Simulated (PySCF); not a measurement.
```yaml
atoms:
  - { symbol: C, position_ang: [5.4779, 0.0114, 0.1512] }
  - { symbol: C, position_ang: [4.2704, -0.0592, 0.0585] }
  - { symbol: C, position_ang: [2.8524, -0.1291, -0.0411] }
  - { symbol: C, position_ang: [1.9321, 0.6641, 0.6159] }
  - { symbol: N, position_ang: [0.6896, 0.2289, 0.2173] }
  - { symbol: Si, position_ang: [-0.9005, 0.9084, 0.6762] }
  - { symbol: C, position_ang: [-2.1908, -0.3905, 0.4113] }
  - { symbol: C, position_ang: [-3.6069, 0.0210, 0.0742] }
  - { symbol: C, position_ang: [-2.7630, -0.6182, -0.9722] }
  - { symbol: C, position_ang: [0.9275, -0.8022, -0.6620] }
  - { symbol: N, position_ang: [2.1959, -1.0429, -0.8362] }
  - { symbol: H, position_ang: [6.5470, 0.0754, 0.2271] }
  - { symbol: H, position_ang: [2.0718, 1.4771, 1.3245] }
  - { symbol: H, position_ang: [-1.2028, 2.0878, -0.1882] }
  - { symbol: H, position_ang: [-0.7569, 1.3417, 2.0942] }
  - { symbol: H, position_ang: [-2.0950, -1.2849, 1.0374] }
  - { symbol: H, position_ang: [-4.4156, -0.5631, 0.5206] }
  - { symbol: H, position_ang: [-3.8346, 1.0873, -0.0238] }
  - { symbol: H, position_ang: [-2.4008, 0.0037, -1.7972] }
  - { symbol: H, position_ang: [-2.9815, -1.6502, -1.2596] }
  - { symbol: H, position_ang: [0.1108, -1.3445, -1.1392] }
```

Geometry: PBE0-D3(BJ)/def2-SVP.

The calculation used PBE0/pcSseg-1, SCF density, gas phase, non-relativistic in PySCF 2.14.0.

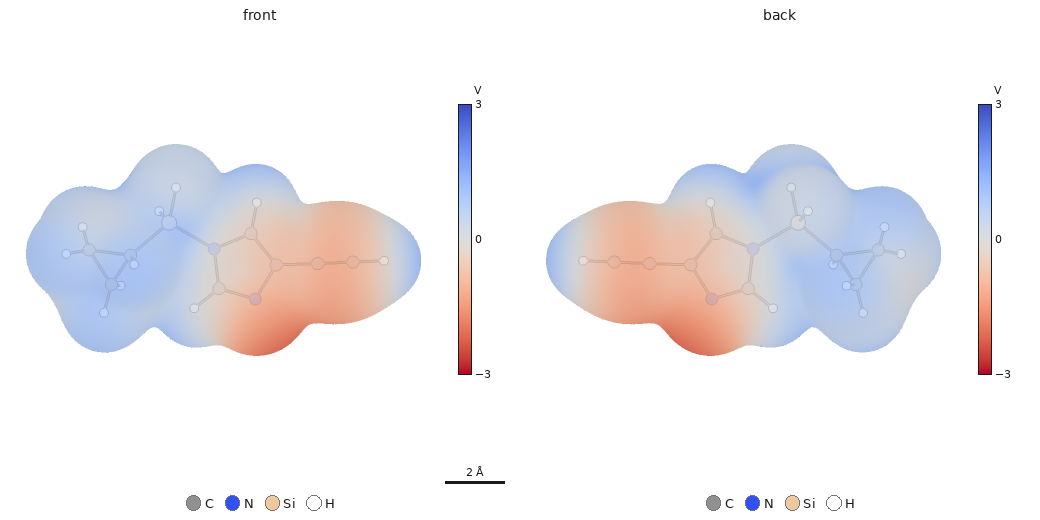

C$_{8}$H$_{10}$N$_{2}$Si. The molecular electrostatic potential painted on the density surface at 0.001 e/bohr³, seen from the front and from behind; red is negative and blue positive.

Q: Where is the surface potential most negative and most positive?

A: The most negative region (about −2.0 V) lies over N11, the most positive (about +1.1 V) over Si6. N11 is the likeliest acceptor of a hydrogen bond.

Q: What dipole moment does the calculation give?

A: Its dipole moment is 5.01 D.
